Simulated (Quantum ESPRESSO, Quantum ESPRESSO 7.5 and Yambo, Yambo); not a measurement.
**How the form of the self-energy moves the gap of KI (Fm-3m)**

Wanted: the gap of KI (Fm-3m) under several approximations, with cost.

Main program and level: Quantum ESPRESSO 7.5 and Yambo 5.3.0; PBE and many-body steps on it, plane waves.

## 1. Starting point

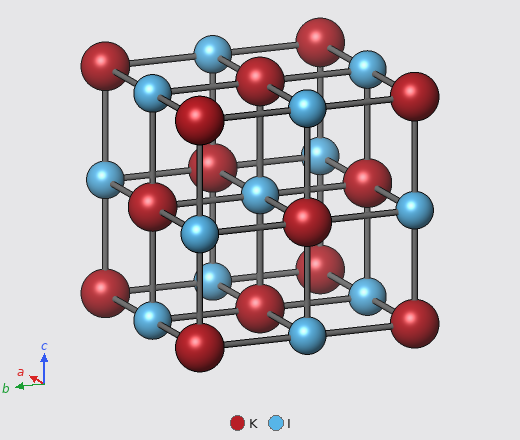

The starting structure, seen from a free direction (potassium red, iodine blue). This picture shows the conventional cell, with its axes. Some periodic images of atoms are drawn too.

Coordinates:

```cif
data_structure
_symmetry_space_group_name_H-M 'Fm-3m'
_symmetry_Int_Tables_number 225
_cell_length_a 7.0655
_cell_length_b 7.0655
_cell_length_c 7.0655
_cell_angle_alpha 90.000
_cell_angle_beta 90.000
_cell_angle_gamma 90.000
_cell_volume 352.73
loop_
_atom_site_label
_atom_site_type_symbol
_atom_site_symmetry_multiplicity
_atom_site_Wyckoff_symbol
_atom_site_fract_x
_atom_site_fract_y
_atom_site_fract_z
_atom_site_occupancy
K1 K 4 a 0.00000 0.00000 0.00000 1
I1 I 4 b 0.50000 0.00000 0.00000 1
```

The cell and positions come from the Crystallography Open Database and are kept as given unless a step says otherwise. Spin-orbit coupling is left out unless a step names it.

## 2. Empty states on the mesh, 4×4×4 mesh, 384 bands

This step: Quantum ESPRESSO 7.5; DFT, PBE, plane waves, norm-conserving pseudopotentials.

The sums over transitions need many empty states on a uniform mesh; this step solves for them.

The input, pw.in:

```
&control
  calculation = 'nscf'
  prefix = 'x'
  outdir = 'o'
  pseudo_dir = 'pseudo'
/
&system
  ibrav = 0
  nat = 2
  ntyp = 2
  ecutwfc = 76.0
  nbnd = 384
  force_symmorphic = .true.
/
&electrons
  conv_thr = 1e-9
  electron_maxstep = 80
  diago_full_acc = .true.
  diago_thr_init = 5e-6
/
ATOMIC_SPECIES
  K 39.098 K.upf
  I 126.9 I.upf
CELL_PARAMETERS angstrom
  0.0000000000 3.5327750000 3.5327750000
  3.5327750000 0.0000000000 3.5327750000
  3.5327750000 3.5327750000 -0.0000000000
ATOMIC_POSITIONS crystal
  K 0.0000000000 0.0000000000 0.0000000000
  I 0.5000000000 0.5000000000 0.5000000000
K_POINTS automatic
  4 4 4 0 0 0
```

Launch:

```sh
$ OMP_NUM_THREADS=1 mpirun -n 4 pw.x -nk 4 -in pw.in > pw.out
```

The program printed:

```text
Program PWSCF v.7.5 starts

     This program is part of the open-source Quantum ESPRESSO suite
     for quantum simulation of materials; please cite
         "P. Giannozzi et al., J. Phys.:Condens. Matter 21 395502 (2009);
         "P. Giannozzi et al., J. Phys.:Condens. Matter 29 465901 (2017);
         "P. Giannozzi et al., J. Chem. Phys. 152 154105 (2020);
     in publications or presentations arising from this work. More details at

     Atomic positions and unit cell read from directory:
     o/x.save/

     Message from routine setup:
[...]
-170.5835-117.4418-117.4417-117.4417 -39.8399 -39.8399 -39.8382 -39.8285
[...]
[... 36 further rows ...]
   142.2522 142.4195 142.4195 142.5843 143.1703 143.7223 143.7223 144.2550
   144.2550 144.9496 144.9496 145.4800 145.8483 145.8483 145.9045 146.0187

          k = 0.3536 0.0000 0.0000 (  6643 PWs)   bands (ev):

     [... further k-points ...]

     highest occupied, lowest unoccupied level (ev):     2.8347    6.8023

     XML data file, pseudopotentials, collected wavefunctions

=------------------------------------------------------------------------------=
   JOB DONE.
=------------------------------------------------------------------------------=
```

Run time: 97 s. Hardware: 4 MPI ranks of Intel Xeon Platinum 8259CL at 2.50GHz (Skylake/Cascade Lake), shared host; peak memory 1.2 GiB.

This step gave:

| Item | Value |
| --- | --- |
| gap | 3.968 eV |
| k of the valence top | 0, 0, 0 |
| k of the conduction bottom | 0, 0, 0 |
| least direct gap | 3.968 eV |
| k points computed | 8 |
| lowest point of the top converged band, above the valence top | 142.3339 eV |

On this mesh the gap is 3.968 eV.

The density comes from a self-consistent run that is not shown.

## 3. Conversion and set-up

This step: Yambo 5.3.0; conversion and set-up on PBE, plane waves, norm-conserving pseudopotentials.

The states are converted to the many-body program's format and the q mesh is built.

Launch:

```sh
$ (cd o/x.save; p2y > p2y.log; mv SAVE ../..); yambo > setup.log
```

The program printed:

```text
 Yambo, version 5.3.0

 [02] CORE Variables Setup
 =========================

  [02.01] Unit cells
  ==================

  Cell kind             :  FCC
  Atoms in the cell     :  K  I
  number of K  atoms    :  1
  number of I  atoms    :  1

  List of atomic masses
  Mass of K     :  39.09800
  Mass of I     :  126.9000

  List of atomic coordinates    : [cc]
  K1       :  0.000000  0.000000  0.000000  order 1
  I1       :  6.675977  6.675977  6.675977  order 2

  Alat factors          :  6.675977  6.675977  6.675977 [a.u.]
  Direct lattice volume :  595.0789 [a.u.]
[...]
==========================================

 IBZ Q-points                                      :   8
 BZ  Q-points                                      :   64

 K/Q-points units:
 rlu = crystal or reduced units; cc = cartesian coordinates; iku = interal k-units

 Q [1]          [rlu]:  0.000000  0.000000  0.000000
 Q [2]          [rlu]: -0.66843E-18 -0.66843E-18  0.25000
 Q [3]          [rlu]:  0.13369E-17  0.13369E-17 -0.50000
[...]
Q [7]          [rlu]: -0.40852E-17 -0.50000     -0.50000
 Q [8]          [rlu]:  0.250000 -0.500000 -0.250000

  [03.01] X indexes
  =================

   [03.01.01] Sigma indexes
   ========================

 [06] Game Over & Game summary
```

Wall time 6.4 s (1 MPI rank); peak memory 0.26 GiB.

## 4. G0W0, Godby-Needs plasmon pole

Now the one-shot GW correction: screening in the RPA, then the self-energy of the levels asked for.

This step: G0W0 on PBE, plane waves, norm-conserving pseudopotentials.

The input, gw2.in:

```
HF_and_locXC
gw0
dyson
ppa
em1d
rim_cut
RandQpts= 1000000
RandGvec= 1 RL
EXXRLvcs= 76 Ry
VXCRLvcs= 304 Ry
Chimod= "HARTREE"
% BndsRnXp
 1 | 167 |
%
NGsBlkXp= 11.5 Ry
% LongDrXp
 1 | 1 | 1 |
%
% GbndRnge
 1 | 167 |
%
DysSolver= "n"
ExtendOut
PPAPntXp= 27.21138 eV
% QPkrange
 1 | 1 | 16 | 19 |
%
```

Launch:

```sh
$ OMP_NUM_THREADS=1 mpirun -n 4 yambo -F gw2.in -J gw2 -C gw2 > gw2.log
```

The program printed:

```text
 Yambo, version 5.3.0

 [02] CORE Variables Setup
 =========================

  [... cell, symmetries and grids as in the set-up ...]

  [02.05] Energies & Occupations
  ==============================

  [X] === General ===
  [X] Electronic Temperature                        :  0.000000  0.000000 [eV K]
  [X] Bosonic    Temperature                        :  0.000000  0.000000 [eV K]
  [X] Finite Temperature mode                       : no
  [X] El. density                                   :  0.38557E+24 [cm-3]
  [X] Fermi Level                                   :  2.834744 [eV]

  [X] === Gaps and Widths ===
  [X] Conduction Band Min                           :  3.967596 [eV]
  [X] Valence Band Max                              :  0.000000 [eV]
  [X] Filled Bands                                  :  17
  [X] Empty Bands                                   :    18   384
  [X] Direct Gap                                    :  3.967596 [eV]
  [X] Direct Gap localized at k                     :  1
  [X] Indirect Gap                                  :  3.967596 [eV]
  [X] Indirect Gap between kpts                     :  1  1
  [X] Last valence band width                       :  0.596216 [eV]
  [X] 1st conduction band width                     :  2.515619 [eV]

 [03] Transferred momenta grid and indexing
 ==========================================

 IBZ Q-points                                      :   8
 BZ  Q-points                                      :   64

 K/Q-points units:
 rlu = crystal or reduced units; cc = cartesian coordinates; iku = interal k-units

 Q [1]          [rlu]:  0.000000  0.000000  0.000000
 Q [2]          [rlu]: -0.66843E-18 -0.66843E-18  0.25000
 Q [3]          [rlu]:  0.13369E-17  0.13369E-17 -0.50000
 Q [4]          [rlu]:  0.20426E-17  0.25000      0.25000
 Q [5]          [rlu]:  0.31425E-16  0.25000      0.50000
 Q [6]          [rlu]:  0.13369E-17  0.25000     -0.25000
 Q [7]          [rlu]: -0.40852E-17 -0.50000     -0.50000
 Q [8]          [rlu]:  0.250000 -0.500000 -0.250000

 [04] Coloumb potential Random Integration (RIM)
 ===============================================

  [04.01] RIM initialization
  ==========================

  * Diagonal components only detected *

  8 x (sBL volume)        :  0.052104 [a.u.]
  sBZ random points       :  1000000
  Points outside the sBZ  :   7968281
  RL volume               :  0.416836 [a.u.]
  Integrated volume       :  0.418495 [a.u.]

  [04.02] RIM integrals
  =====================

  Gamma point sphere radius             :  0.067750 [a.u.]
  Points outside the sphere             :   800476
  [Int_sBZ(q=0) 1/q^2]*(Vol_sBZ)^(-1/3) =:  7.776341
                                 should be <:  7.795600

  Summary of Coulomb integrals for non-metallic bands |Q|[au] RIM/Bare

  Q [1] 0.100000E-4 0.997530 * Q [2] 0.203768 1.068480
  Q [4] 0.235291 1.066792 * Q [6] 0.332752 1.029814
  Q [5] 0.390186 1.022655 * Q [3] 0.407536 1.020683
  Q [7] 0.470582 1.017590 * Q [8] 0.526126 1.014612

 [WARNING] [Xp] User bands 1-167 break level degeneracy

 [05] Dipoles
 ============

  [05.01] Setup: observables and procedures
  =========================================

 [06] Dynamic Dielectric Matrix (PPA)
 ====================================

 [WR./gw2//ndb.pp]---------------------------------------------------------------
  Brillouin Zone Q/K grids (IBZ/BZ)                :    8   64    8   64
  RL vectors                                       :   7799 [WF]
  Coulomb cutoff potential                         : none
  Electronic Temperature                           :  0.000000 [K]
  Bosonic    Temperature                           :  0.000000 [K]
  PPA    diel. fun.  energies                      : Perdew, Burke & Ernzerhof(X)+Perdew, Burke & Ernzerhof(C)
  wavefunctions                                    : Perdew, Burke & Ernzerhof(X)+Perdew, Burke & Ernzerhof(C)
  Global Gauge                                     : length
  X matrix size                                    :   459
  X band range                                     :    1  167
  X e/h energy range                               : -1.000000 -1.000000 [eV]
  X Time ordering                                  : R
  X Hxc Kernel                                     : HARTREE
  X Drude frequency                                :  0.000000  0.000000
  X poles                                          :  100.0000 [o/o]
  RL vectors in the sum                            :   7799
  [r,Vnl] included                                 : yes
  Field direction                                  :  0.577350E-5  0.577350E-5  0.577350E-5
  BZ energy Double Grid                            : no
  BZ energy DbGd points                            : 0
  BZ Q point size factor                           : -1.000000
  X Optical Averaged directions                    : none

 [07] Local Exchange-Correlation + Non-Local Fock
 ================================================

 [VXC] Plane waves :   53377
 [EXS] Plane waves :   6735

 QP @ state[ 1 ] K range:  1  1
 QP @ state[ 1 ] b range:  16  19

 [xc] Functional : Perdew, Burke & Ernzerhof(X)+Perdew, Burke & Ernzerhof(C)
 [xc] LIBXC used to calculate xc functional
  PP Number of Atomic Species                      :  2
  NLCC RL compoments                               :   53377
  PP Number of Atomic Species                      :  2
  NLCC RL compoments                               :   53377

 [xc] E_xc :  -26.22148 [Ha]
      E_xc :  -52.44295 [Ry]

  Local XC kind (lXC) : Perdew, Burke & Ernzerhof(X)+Perdew, Burke & Ernzerhof(C)
  Non-Local XC kind (nlXC) : Hartree-Fock

  Corrections @ K [1] :  [eV]
 <16|nlXC|16> = -16.25149  0.18994E-18 <16|lXC|16> = -13.18414  0.000000
 <17|nlXC|17> = -16.25157  0.27936E-17 <17|lXC|17> = -13.18414  0.000000
 <18|nlXC|18> = -3.749256  0.81879E-18 <18|lXC|18> = -7.190462  0.000000
 <19|nlXC|19> = -3.670704 -0.12127E-17 <19|lXC|19> = -7.985012  0.000000

 [08] Dyson equation: Newton solver
 ==================================

  [08.01] G0W0 (W PPA)
  ====================

  [  GW  ] Bands range     :    1  167
  [GW/PPA] G damping       :  0.100000 [eV]

  QP @ state[ 1 ] K range:  1  1
  QP @ state[ 1 ] b range:  16  19

   Sc/G bands                                       :    1  167
   Sc/G damping                                     :  0.100000 ev
   Sc bands terminator                              : no
   Sx RL components                                 :   6735

   QP @ state[ 1 ] K range                          :  1  1
   QP @ state[ 1 ] b range                          :  16  19
   GF energies kind                                 : Perdew, Burke & Ernzerhof(X)+Perdew, Burke & Ernzerhof(C)
   GF WF`s kind                                     : Perdew, Burke & Ernzerhof(X)+Perdew, Burke & Ernzerhof(C)
   Xs energies kind                                 : Perdew, Burke & Ernzerhof(X)+Perdew, Burke & Ernzerhof(C)
   Xs WF`s kind                                     : Perdew, Burke & Ernzerhof(X)+Perdew, Burke & Ernzerhof(C)

 [11] Game Over & Game summary
```

Run time: 12 min. Hardware: 4 MPI ranks; peak memory 2.2 GiB.

This step gave:

```
G0W0 gap on the points computed              : 6.052 eV
starting gap on the mesh                     : 3.968 eV
k of the valence top                         : 0, 0, 0
k of the conduction bottom                   : 0, 0, 0
least direct G0W0 gap on the computed points : 6.052 eV
Z at the valence top                         : 0.8260
Z at the conduction bottom                   : 0.8630
```

The gap on the mesh goes from 3.97 eV to 6.05 eV, a correction of +2.08 eV.

(Continued in part 2 of 2.)

[Paths, hosts, dates, memory and timing lines, banners, echoed tables and standing remarks are left out of the program output.]

[Logs are printed without paths, hosts, clocks, repeated set-up lines and the standing remarks that a program may print on its own settings, such as how far it seeks lower states.]

[Runs of the session that timed out or met a known fault of the program may be left out.]

[Hosts, paths, dates, database ids (printed as entryN), source tags and the programs' standing remarks are cut or masked in the printed files.]
